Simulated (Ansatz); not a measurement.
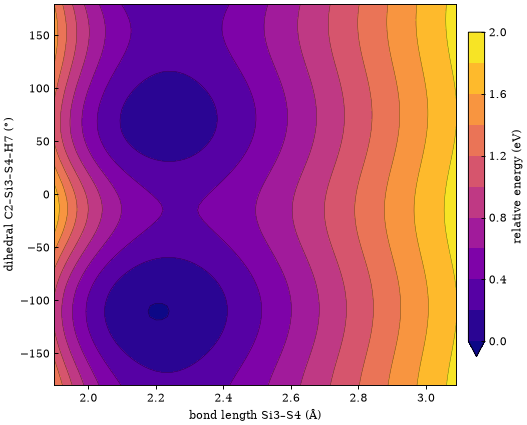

CH3NSSi, SMILES N=C=[SiH]S. 
- First axis: bond length Si3–S4. Second axis: dihedral C2–Si3–S4–H7.
- Nothing is relaxed (all other coordinates rigid).
- Grid: 15 × 15 points.
- Points are written as (first, second).
- Energies are in eV, from the lowest grid point.
- The calculation used Ansatz, RHF/def2-TZVP.

Drawn: filled contours. Between grid points the surface is interpolated.

The lowest grid point is at (2.239 Å, −108°). There is a further well near (2.239 Å, 60°) (0.08 eV above the lowest at that grid point). The highest grid point, (3.090 Å, −12°), lies 1.88 eV above the lowest. On the interpolated surface the easiest way out of the lowest well to the well at about (2.22 Å, 70°) passes a barrier of about 0.3 eV. Round the minimum the two coordinates are nearly uncoupled.

The level of theory is changed to RKS PBE-D4/def2-TZVP in Ansatz; with it change the reference geometry, relaxed at the new level; the new grid has 7 × 8 points, laid about the new relaxed structure.

Question: What will the new map look like?

Answer: The minimum (interpolated where it lies between grid points) moves from about (2.207 Å, −110°) to about (2.177 Å, −125°). The easiest pass out of the lowest well goes from about 0.3 to about 0.21 eV on the interpolated surfaces.

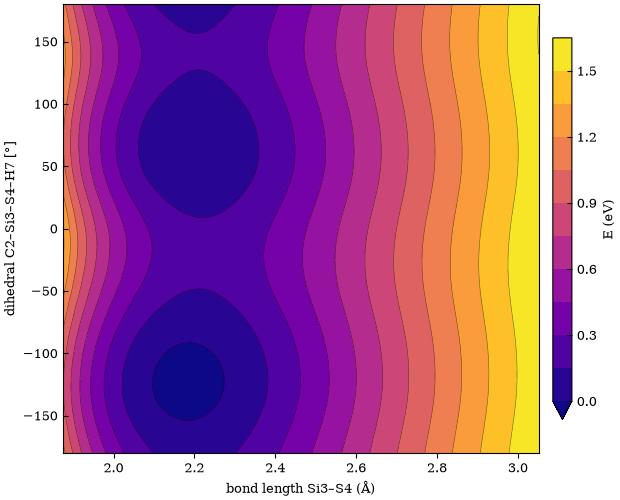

The map after the change, on a colour scale of its own. The picture shows filled contours. Between grid points the surface is interpolated.
